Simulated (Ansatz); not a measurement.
Run report: AlNH₆, nudged elastic band

The run: nudged elastic band of AlNH₆. Method and program: RKS BHLYP-D4/def2-SVP (Ansatz 0.2.0).

It belongs to a series of runs on one base structure; here: band between the two ends. Figures and captions count atoms from 1; the log counts them from 0 in places.

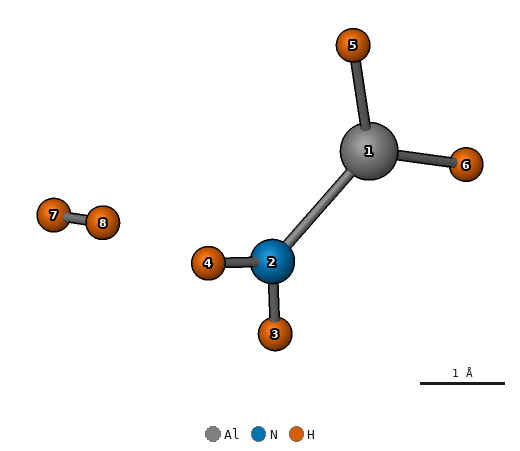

Fig. 1: The input geometry (ball-and-stick view, seen at a tilt; atoms are numbered from 1 in the order of the input). Sticks mark near contacts. Bond lengths as drawn: Al–H 1.57 Å, Al–N 1.77 Å, H–H 0.75 Å and H–N 1.01 Å.

### Input
```yaml
crystal:
  periodic: [false, false, false]
  atoms:
    - { symbol: Al, position_ang: [0.081245, -0.741288, 0.091725] }
    - { symbol: "N", position_ang: [0.010126, -0.125305, 1.746179] }
    - { symbol: H, position_ang: [-0.828194, -0.043953, 2.299017] }
    - { symbol: H, position_ang: [0.807133, 0.152773, 2.296192] }
    - { symbol: H, position_ang: [1.488315, -0.827925, -0.605196] }
    - { symbol: H, position_ang: [-1.265965, -1.167286, -0.598478] }
    - { symbol: H, position_ang: [-0.397724, 3.312921, 1.623134] }
    - { symbol: H, position_ang: [-0.310134, 2.563264, 1.613828] }
basis:
  gaussian: { orbitals: def2-SVP }
hamiltonian:
  xc: { name: BHLYP }
  dispersion: d4
neb:
  order_check: false
  images: 5
  f_tol: 0.05
  max_iterations: 60
  final_atoms:
    - { symbol: Al, position_ang: [-0.03162703, 0.40900493, -0.02348734] }
    - { symbol: "N", position_ang: [-0.07064394, 0.3738626, 2.05966155] }
    - { symbol: H, position_ang: [-0.73001515, -0.31540699, 2.40317798] }
    - { symbol: H, position_ang: [0.83996783, 0.14322221, 2.4410722] }
    - { symbol: H, position_ang: [1.37612561, -0.2953564, -0.26955636] }
    - { symbol: H, position_ang: [-1.34094877, -0.44805528, -0.3226618] }
    - { symbol: H, position_ang: [-0.11532846, 1.98224079, -0.26116385] }
    - { symbol: H, position_ang: [-0.3427281, 1.27368914, 2.43935862] }
  initial_path:
    images:
      - { positions_ang: [[0.081245, -0.741288, 0.091725], [0.010126, -0.125305, 1.746179], [-0.828194, -0.043953, 2.299017], [0.807133, 0.152773, 2.296192], [1.488315, -0.827925, -0.605196], [-1.265965, -1.167286, -0.598478], [-0.397724, 3.312921, 1.623134], [-0.310134, 2.563264, 1.613828]] }
      - { positions_ang: [[0.05840596, -0.53567538, 0.07960861], [0.00351059, -0.03373674, 1.93368101], [-0.84890581, -0.04999273, 2.48585755], [0.82489086, 0.26476493, 2.46747381], [1.44932751, -0.62166788, -0.6389882], [-1.28746662, -0.85417167, -0.64272047], [-0.34375272, 2.76913581, 1.22350763], [-0.27120775, 2.18454466, 1.55798106]] }
      - { positions_ang: [[0.03556692, -0.33006275, 0.06749222], [-0.00310483, 0.05783152, 2.12118301], [-0.86961763, -0.05603246, 2.6726981], [0.84264872, 0.37675687, 2.63875562], [1.41034001, -0.41541077, -0.6727804], [-1.30896824, -0.54105735, -0.68696294], [-0.28978144, 2.22535062, 0.82388126], [-0.23228151, 1.80582533, 1.50213412]] }
      - { positions_ang: [[0.01272787, -0.12445013, 0.05537583], [-0.00972024, 0.14939978, 2.30868502], [-0.89032944, -0.06207219, 2.85953866], [0.86040658, 0.4887488, 2.81003744], [1.37135252, -0.20915365, -0.70657259], [-1.33046987, -0.22794302, -0.73120541], [-0.23581016, 1.68156542, 0.4242549], [-0.19335526, 1.42710599, 1.44628717]] }
      - { positions_ang: [[-0.00205709, 0.05336822, 0.02908811], [-0.03002814, 0.22422072, 2.2256772], [-0.83689134, -0.14651712, 2.70741843], [0.85359367, 0.37357327, 2.68704903], [1.37294355, -0.2378879, -0.56090052], [-1.33396283, -0.30131377, -0.59502421], [-0.19564959, 1.78179055, 0.19578198], [-0.24314621, 1.37596704, 1.77731099]] }
      - { positions_ang: [[-0.01684206, 0.23118658, 0.00280038], [-0.05033604, 0.29904166, 2.14266937], [-0.78345325, -0.23096206, 2.5552982], [0.84678075, 0.25839774, 2.56406061], [1.37453458, -0.26662215, -0.41522844], [-1.3374558, -0.37468452, -0.458843], [-0.15548903, 1.88201567, -0.03269093], [-0.29293715, 1.32482809, 2.1083348]] }
      - { positions_ang: [[-0.03162703, 0.40900493, -0.02348734], [-0.07064394, 0.3738626, 2.05966155], [-0.73001515, -0.31540699, 2.40317798], [0.83996783, 0.14322221, 2.4410722], [1.37612561, -0.2953564, -0.26955636], [-1.34094877, -0.44805528, -0.3226618], [-0.11532846, 1.98224079, -0.26116385], [-0.3427281, 1.27368914, 2.43935862]] }
```

Launched with:
```bash
ansatz run input.yaml --threads 1 --pin off --max-ram 2048MiB --backend cpu --events-out ev --progress --plain --runs-dir out
```

### What the program printed
```
Engine: ansatz 0.2.0, x86_64-unknown-linux-gnu
Functional definition: BHLYP
  parameter a = 0.5
  exchange = (1 - a)*b88_x + a*exact_x
  correlation = lyp_c
652 factors; integrals over basis functions are off by at most 3.2e-4 eV
mean field evaluation 1: about -8175.8936 eV, gradient 4.6e1 eV
mean field evaluation 2: about -8173.0891 eV, gradient 5.6e1 eV
mean field evaluation 4: about -8180.2274 eV, gradient 3.2e-1 eV
mean field evaluation 8: about -8180.2283 eV, gradient 1.0e-2 eV
mean field -8180.22826462 eV, -300.6178439668 hartree, gradient 3.8e-5 eV, S^2 0.000000; 0 other end points of the search recorded, 0 dependent functions left out
the calculation of the forces begins
reference -8180.22843700 eV, -300.6178503016 hartree; 13, 13 occupied and 49, 49 virtual orbitals, 652 factors
652 factors; integrals over basis functions are off by at most 1.1e-3 eV
mean field evaluation 16: about -8180.8375 eV, gradient 1.7e0 eV
mean field -8180.84508042 eV, -300.6405115295 hartree, gradient 5.8e-5 eV, S^2 0.000000; 0 other end points of the search recorded, 0 dependent functions left out
[... from here on the field's lines of each further geometry are left out, up to the last ...]
NEB iter   1: max|band force component| = 3.887e0 eV/Å  barrier→ = 2.2431 eV  barrier← = 2.8720 eV  Δτ_max = 0.2000 Å  (147 SCF iters)
NEB iter   2: max|band force component| = 1.822e0 eV/Å  barrier→ = 1.0996 eV  barrier← = 1.7285 eV  Δτ_max = 0.2000 Å  (125 SCF iters)
NEB iter   3: max|band force component| = 3.870e0 eV/Å  barrier→ = 0.9604 eV  barrier← = 1.5893 eV  Δτ_max = 0.1005 Å  (122 SCF iters)
NEB iter   4: max|band force component| = 1.198e0 eV/Å  barrier→ = 0.6628 eV  barrier← = 1.2918 eV  Δτ_max = 0.2000 Å  (107 SCF iters)
NEB iter   5: max|band force component| = 2.238e0 eV/Å  barrier→ = 1.1100 eV  barrier← = 1.7389 eV  Δτ_max = 0.1001 Å  (115 SCF iters)
NEB iter   6: max|band force component| = 1.039e0 eV/Å  barrier→ = 0.9617 eV  barrier← = 1.5906 eV  Δτ_max = 0.2000 Å  (112 SCF iters)
NEB iter   7: max|band force component| = 2.255e0 eV/Å  barrier→ = 0.9337 eV  barrier← = 1.5626 eV  Δτ_max = 0.0994 Å  (111 SCF iters)
NEB iter   8: max|band force component| = 7.498e-1 eV/Å  barrier→ = 0.7422 eV  barrier← = 1.3711 eV  CI = image 4  Δτ_max = 0.1993 Å  (107 SCF iters)
NEB iter   9: max|band force component| = 5.403e-1 eV/Å  barrier→ = 0.9233 eV  barrier← = 1.5522 eV  CI = image 4  Δτ_max = 0.1325 Å  (109 SCF iters)
NEB iter  10: max|band force component| = 5.405e-1 eV/Å  barrier→ = 0.9164 eV  barrier← = 1.5453 eV  CI = image 4  Δτ_max = 0.0673 Å  (109 SCF iters)
NEB iter  11: max|band force component| = 6.155e-1 eV/Å  barrier→ = 0.9069 eV  barrier← = 1.5358 eV  CI = image 4  Δτ_max = 0.0328 Å  (101 SCF iters)
NEB iter  12: max|band force component| = 1.224e-1 eV/Å  barrier→ = 0.9033 eV  barrier← = 1.5322 eV  CI = image 4  Δτ_max = 0.0176 Å  (101 SCF iters)
NEB iter  13: max|band force component| = 7.712e-2 eV/Å  barrier→ = 0.9018 eV  barrier← = 1.5308 eV  CI = image 4  Δτ_max = 0.0253 Å  (101 SCF iters)
NEB iter  14: max|band force component| = 5.750e-2 eV/Å  barrier→ = 0.9012 eV  barrier← = 1.5301 eV  CI = image 4  Δτ_max = 0.0075 Å  (98 SCF iters)
the calculation of the forces begins
reference -8180.60207590 eV, -300.6315812782 hartree; 13, 13 occupied and 49, 49 virtual orbitals, 652 factors
652 factors; integrals over basis functions are off by at most 1.1e-3 eV
mean field -8179.31168776 eV, -300.5841603887 hartree, gradient 1.0e-5 eV, S^2 0.000000; 1 other end points of the search recorded, 0 dependent functions left out
the calculation of the forces begins
reference -8179.31184829 eV, -300.5841662880 hartree; 13, 13 occupied and 49, 49 virtual orbitals, 652 factors
NEB iter  15: max|band force component| = 2.997e-2 eV/Å  barrier→ = 0.9009 eV  barrier← = 1.5298 eV  CI = image 4  Δτ_max = 0.0000 Å  (198 SCF iters)
```

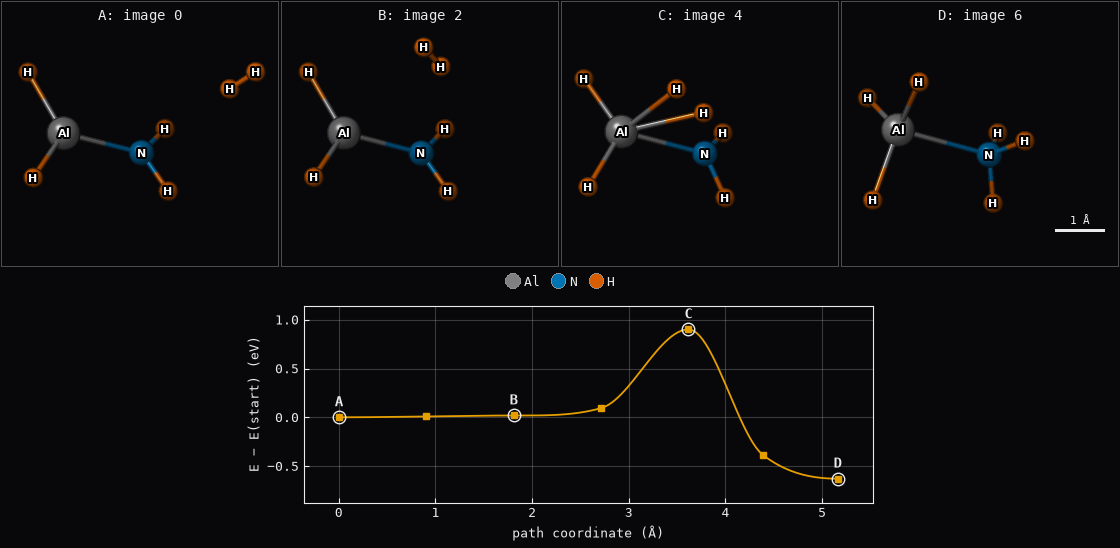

Fig. 2: Images of the last band (counted from 0; ball-and-stick, seen at a tilt) above the energy along the path; the line is a cubic interpolation that uses the forces. The highest image is number 4, 0.901 eV above the start and 1.530 eV above the end (the climbing image); the end lies 0.629 eV below the start. The path is 5.16 Å long. The band converged in 15 iterations.

```
Total energy: -8179.42634836 eV, -300.5883740880 hartree
Atom 0 at    -0.016909     0.078458     0.182016 Å, force    -0.018139    -0.009670    -0.021149 eV/Å
Atom 1 at    -0.036975     0.227708     2.077952 Å, force     0.030589     0.010048     0.010365 eV/Å
Atom 2 at    -0.827765    -0.050408     2.642048 Å, force    -0.003084    -0.002420    -0.001796 eV/Å
Atom 3 at     0.809069     0.160365     2.626725 Å, force    -0.010871    -0.009311     0.014000 eV/Å
Atom 4 at     1.409291    -0.143051    -0.444150 Å, force     0.001454     0.002445     0.001729 eV/Å
Atom 5 at    -1.365194    -0.441725    -0.440704 Å, force     0.004426     0.001310    -0.000788 eV/Å
Atom 6 at    -0.212672     1.862974     0.464423 Å, force    -0.001717    -0.005137     0.004034 eV/Å
Atom 7 at    -0.174043     1.428882     1.358090 Å, force    -0.002656     0.012735    -0.006396 eV/Å
Dipole moment:     0.009264    -0.051340     0.523634 e Å
this run last wrote the band of iteration 15 to [file]
```

### The last band as extended XYZ (Å, eV, eV/Å)
```
8
Properties=species:S:1:pos:R:3:forces:R:3 image=0 energy=-8180.32710
Al    0.0812   -0.7413    0.0917    0.0024   0.0035  -0.0029
N     0.0101   -0.1253    1.7462   -0.0013   0.0010   0.0010
H    -0.8282   -0.0440    2.2990    0.0046   0.0006   0.0004
H     0.8071    0.1528    2.2962   -0.0053   0.0020  -0.0018
H     1.4883   -0.8279   -0.6052    0.0015  -0.0024   0.0012
H    -1.2660   -1.1673   -0.5985   -0.0023  -0.0007   0.0013
H    -0.3977    3.3129    1.6231    0.0009  -0.0104   0.0028
H    -0.3101    2.5633    1.6138   -0.0004   0.0065  -0.0020
8
Properties=species:S:1:pos:R:3:forces:R:3 image=1 energy=-8180.31820
Al    0.0634   -0.5551    0.1803    0.0002  -0.0038  -0.0026
N     0.0324   -0.2386    1.9179    0.0001   0.0022  -0.0016
H    -0.7955   -0.2347    2.4919   -0.0007   0.0036  -0.0022
H     0.8428   -0.0634    2.4901   -0.0006   0.0041  -0.0020
H     1.4569   -0.5417   -0.5487    0.0003  -0.0053  -0.0010
H    -1.3044   -0.8292   -0.5457    0.0010  -0.0061  -0.0011
H    -0.4023    3.1359    1.0903   -0.0002   0.0042   0.0081
H    -0.3085    2.4501    1.3903    0.0000   0.0011   0.0024
8
Properties=species:S:1:pos:R:3:forces:R:3 image=2 energy=-8180.30843
Al    0.0429   -0.3877    0.3231    0.0008  -0.0001   0.0000
N     0.0418   -0.3039    2.0870   -0.0024  -0.0009  -0.0011
H    -0.7768   -0.3760    2.6693    0.0009  -0.0006   0.0014
H     0.8602   -0.1908    2.6631    0.0003  -0.0003  -0.0003
H     1.4220   -0.2740   -0.4249    0.0002  -0.0001   0.0001
H    -1.3338   -0.5863   -0.4114   -0.0001  -0.0016   0.0001
H    -0.3659    2.8293    0.4674    0.0000   0.0048  -0.0041
H    -0.3057    2.4127    1.0928    0.0003  -0.0012   0.0038
8
Properties=species:S:1:pos:R:3:forces:R:3 image=3 energy=-8180.23313
Al    0.0119   -0.1846    0.3657    0.0160  -0.0904   0.0545
N     0.0135   -0.1228    2.1397    0.0058  -0.1292   0.0307
H    -0.8089   -0.1810    2.7175    0.0083  -0.0496   0.0289
H     0.8271    0.0232    2.7142    0.0094  -0.0564   0.0243
H     1.3893   -0.1121   -0.3925   -0.0071   0.0132   0.0211
H    -1.3545   -0.4317   -0.3751    0.0035   0.0108   0.0199
H    -0.2614    2.1998    0.2941   -0.0164   0.1232  -0.0572
H    -0.2322    1.9323    1.0028   -0.0195   0.1785  -0.1222
8
Properties=species:S:1:pos:R:3:forces:R:3 image=4 energy=-8179.42619
Al   -0.0169    0.0785    0.1820   -0.0181  -0.0097  -0.0211
N    -0.0370    0.2277    2.0780    0.0306   0.0100   0.0104
H    -0.8278   -0.0504    2.6420   -0.0031  -0.0024  -0.0018
H     0.8091    0.1604    2.6267   -0.0109  -0.0093   0.0140
H     1.4093   -0.1431   -0.4441    0.0015   0.0024   0.0017
H    -1.3652   -0.4417   -0.4407    0.0044   0.0013  -0.0008
H    -0.2127    1.8630    0.4644   -0.0017  -0.0051   0.0040
H    -0.1740    1.4289    1.3581   -0.0027   0.0127  -0.0064
8
Properties=species:S:1:pos:R:3:forces:R:3 image=5 energy=-8180.71333
Al   -0.0323    0.2853    0.0036   -0.0202   0.2015  -0.1874
N    -0.0494    0.3099    2.0641   -0.0147   0.1011  -0.0168
H    -0.8321   -0.0834    2.5727    0.0043  -0.0066  -0.0588
H     0.8040    0.1267    2.5777    0.0022  -0.0121  -0.0536
H     1.4144   -0.2087   -0.4151   -0.0031  -0.0974   0.0340
H    -1.3356   -0.5074   -0.4276    0.0252  -0.0938   0.0339
H    -0.2082    1.8845    0.1254    0.0027   0.0218  -0.3929
H    -0.1760    1.3162    1.9658    0.0036  -0.1146   0.6417
8
Properties=species:S:1:pos:R:3:forces:R:3 image=6 energy=-8180.95603
Al   -0.0316    0.4090   -0.0235   -0.0002  -0.0009   0.0274
N    -0.0706    0.3739    2.0597    0.0000   0.0001   0.0061
H    -0.7300   -0.3154    2.4032    0.0121  -0.0022  -0.0046
H     0.8400    0.1432    2.4411   -0.0043   0.0116  -0.0053
H     1.3761   -0.2954   -0.2696   -0.0068  -0.0023  -0.0060
H    -1.3409   -0.4481   -0.3227    0.0003   0.0086  -0.0061
H    -0.1153    1.9822   -0.2612    0.0064  -0.0059  -0.0045
H    -0.3427    1.2737    2.4394   -0.0075  -0.0090  -0.0069
```

### Results in brief

- outcome: converged
- barrier, forward: 0.901 eV
- barrier, backward: 1.530 eV
- hardware: 1 thread of Intel Xeon (Granite Rapids), 192 GiB of memory available, shared host
- wall time: 64 s
- peak memory: 0.12 GiB

### Notes

The order of the saddle point was not checked.
